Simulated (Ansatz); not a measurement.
# C₂H₆InNO: a changed input and its effect

System: C₂H₆InNO.
Method of the first run: RKS B3LYP-D4/def2-SVP (Ansatz 0.2.0).

Text and figures count atoms from 1; the logs count them from 0 in places.

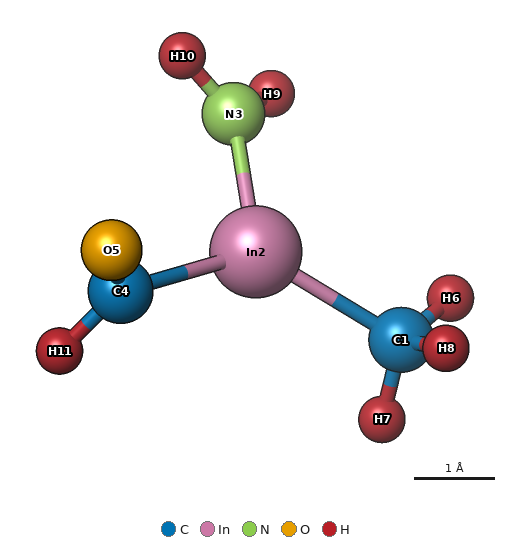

The structure (ball-and-stick view, seen at a tilt; atoms are numbered from 1 in the order of the input). Sticks mark near contacts. Bond lengths as drawn: C–H 1.10 to 1.13 Å, C–In 2.18 to 2.26 Å, C–O 1.20 Å, H–N 1.02 Å and In–N 2.04 Å.

### Input file, the first run
```yaml
crystal:
  periodic: [false, false, false]
  atoms:
    - { symbol: C, position_ang: [-0.652421, 1.023332, 1.645899] }
    - { symbol: In, position_ang: [0.021416, -0.062874, -0.115742] }
    - { symbol: "N", position_ang: [1.944168, -0.745439, -0.135165] }
    - { symbol: C, position_ang: [-1.118785, -0.572939, -1.993374] }
    - { symbol: O, position_ang: [-0.999004, 0.06357, -3.009285] }
    - { symbol: H, position_ang: [0.161945, 1.098801, 2.380544] }
    - { symbol: H, position_ang: [-1.506051, 0.498681, 2.099921] }
    - { symbol: H, position_ang: [-0.977829, 2.033468, 1.356468] }
    - { symbol: H, position_ang: [2.524067, -0.882254, 0.687305] }
    - { symbol: H, position_ang: [2.454981, -1.001326, -0.975321] }
    - { symbol: H, position_ang: [-1.824808, -1.457356, -1.9737] }
basis:
  gaussian: { orbitals: def2-SVP }
hamiltonian:
  xc: { name: B3LYP }
  dispersion: d4
output:
  forces: true
```

Launched with:
```bash
ansatz run input.yaml --threads 1 --pin off --max-ram 2560MiB --backend cpu --events-out ev --progress --plain --runs-dir out
```

Hardware: 1 thread of Arm Neoverse V1, 24 GiB of memory available, shared host.

### Output (the first run)
```
Engine: ansatz 0.2.0, aarch64-unknown-linux-gnu
Functional definition: B3LYP
  parameter a0 = 0.2
  parameter ax = 0.72
  parameter ac = 0.81
  exchange = (1 - a0 - ax)*slater_x + ax*b88_x + a0*exact_x
  correlation = (1 - ac)*vwn_rpa_c + ac*lyp_c
1216 factors; integrals over basis functions are off by at most 1.3e-3 eV
mean field evaluation 1: about -10863.2512 eV, gradient 8.4e1 eV
mean field evaluation 2: about -10812.6995 eV, gradient 1.5e2 eV
mean field evaluation 4: about -10878.6002 eV, gradient 1.1e1 eV
mean field evaluation 8: about -10878.9011 eV, gradient 6.8e-1 eV
mean field evaluation 16: about -10879.0720 eV, gradient 7.5e-4 eV
mean field -10879.07196074 eV, -399.7985204574 hartree, gradient 3.0e-5 eV, S^2 0.000000; 0 other end points of the search recorded, 0 dependent functions left out
the calculation of the forces begins
reference -10879.07224377 eV, -399.7985308584 hartree; 27, 27 occupied and 85, 85 virtual orbitals, 1216 factors
Total energy: -10879.37685892 eV, -399.8097252590 hartree
Atom 0 at    -0.652421     1.023332     1.645899 Å, force    -0.017956    -0.061019     0.091599 eV/Å
Atom 1 at     0.021416    -0.062874    -0.115742 Å, force     0.009254    -0.040788    -0.022639 eV/Å
Atom 2 at     1.944168    -0.745439    -0.135165 Å, force     0.024632    -0.015338    -0.039966 eV/Å
Atom 3 at    -1.118785    -0.572939    -1.993374 Å, force     0.049024     0.070544     0.016124 eV/Å
Atom 4 at    -0.999004     0.063570    -3.009285 Å, force    -0.005390    -0.003884    -0.063441 eV/Å
Atom 5 at     0.161945     1.098801     2.380544 Å, force     0.002832     0.005252    -0.001120 eV/Å
Atom 6 at    -1.506051     0.498681     2.099921 Å, force    -0.013555     0.019425     0.026725 eV/Å
Atom 7 at    -0.977829     2.033468     1.356468 Å, force     0.013771     0.000703    -0.022821 eV/Å
Atom 8 at     2.524067    -0.882254     0.687305 Å, force     0.024227     0.151043     0.014325 eV/Å
Atom 9 at     2.454981    -1.001326    -0.975321 Å, force    -0.076495    -0.113823     0.016345 eV/Å
Atom 10 at    -1.824808    -1.457356    -1.973700 Å, force    -0.010344    -0.012116    -0.015131 eV/Å
Dipole moment:     0.054071    -0.166041     0.458754 e Å
```

For the second run the input was changed thus:
```diff
-    - { symbol: O, position_ang: [-0.999004, 0.06357, -3.009285] }
+    - { symbol: O, position_ang: [-2.114117, 0.021778, -2.320775] }
-    - { symbol: H, position_ang: [2.524067, -0.882254, 0.687305] }
-    - { symbol: H, position_ang: [2.454981, -1.001326, -0.975321] }
-    - { symbol: H, position_ang: [-1.824808, -1.457356, -1.9737] }
+    - { symbol: H, position_ang: [2.24087, -1.646265, -0.498397] }
+    - { symbol: H, position_ang: [2.742758, -0.22457, 0.215863] }
+    - { symbol: H, position_ang: [-0.737698, -1.416257, -2.645017] }
```

What does this change do to the results?

With the same method and basis, the second run lies 2.0 kcal/mol higher. The largest force goes from 0.154 to 0.281 eV/Å.

### Output (the second run)
```
Engine: ansatz 0.2.0, aarch64-unknown-linux-gnu
Functional definition: B3LYP
  parameter a0 = 0.2
  parameter ax = 0.72
  parameter ac = 0.81
  exchange = (1 - a0 - ax)*slater_x + ax*b88_x + a0*exact_x
  correlation = (1 - ac)*vwn_rpa_c + ac*lyp_c
1216 factors; integrals over basis functions are off by at most 1.3e-3 eV
mean field evaluation 1: about -10863.1854 eV, gradient 8.4e1 eV
mean field evaluation 2: about -10814.4382 eV, gradient 1.5e2 eV
mean field evaluation 4: about -10878.5310 eV, gradient 1.0e1 eV
mean field evaluation 8: about -10878.9795 eV, gradient 1.6e0 eV
mean field evaluation 16: about -10878.9852 eV, gradient 4.6e-4 eV
mean field -10878.98515696 eV, -399.7953304774 hartree, gradient 4.2e-5 eV, S^2 0.000000; 0 other end points of the search recorded, 0 dependent functions left out
the calculation of the forces begins
reference -10878.98543702 eV, -399.7953407692 hartree; 27, 27 occupied and 85, 85 virtual orbitals, 1216 factors
Total energy: -10879.29008711 eV, -399.8065364537 hartree
Atom 0 at    -0.652421     1.023332     1.645899 Å, force     0.042505     0.207448    -0.072776 eV/Å
Atom 1 at     0.021416    -0.062874    -0.115742 Å, force    -0.142174    -0.002719     0.053734 eV/Å
Atom 2 at     1.944168    -0.745439    -0.135165 Å, force     0.193095    -0.058772     0.009825 eV/Å
Atom 3 at    -1.118785    -0.572939    -1.993374 Å, force    -0.146186    -0.221067     0.094776 eV/Å
Atom 4 at    -2.114117     0.021778    -2.320775 Å, force     0.030229     0.063796    -0.022024 eV/Å
Atom 5 at     0.161945     1.098801     2.380544 Å, force     0.005887    -0.019472    -0.014914 eV/Å
Atom 6 at    -1.506051     0.498681     2.099921 Å, force     0.000876    -0.039913    -0.038102 eV/Å
Atom 7 at    -0.977829     2.033468     1.356468 Å, force    -0.037213     0.019324     0.056148 eV/Å
Atom 8 at     2.240870    -1.646265    -0.498397 Å, force     0.036728     0.107867    -0.219605 eV/Å
Atom 9 at     2.742758    -0.224570     0.215863 Å, force    -0.029036    -0.108660     0.200886 eV/Å
Atom 10 at    -0.737698    -1.416257    -2.645017 Å, force     0.045289     0.052168    -0.047949 eV/Å
Dipole moment:     0.381126    -0.141331     0.242251 e Å
```

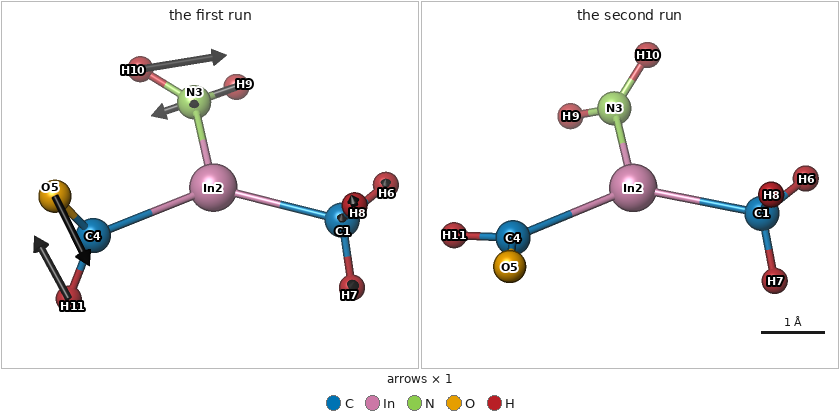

The two input geometries at one scale (ball-and-stick view, seen at a tilt). The black arrows on the first give the shifts of the atoms after the best rigid fit, at true length. H9 moves most after the best rigid fit: 1.45 Å. Largest moves by element: H 1.45 Å, O 1.28 Å, C 0.14 Å, N 0.13 Å, In 0.01 Å.

### The two runs side by side

```tsv
quantity	the first run	the second run
outcome	converged	converged
total energy (hartree)	−399.809725	−399.806536
largest force (eV/Å)	0.154	0.281
basis functions	112	112
wall time (shared host)	6.2 s	6.5 s
```
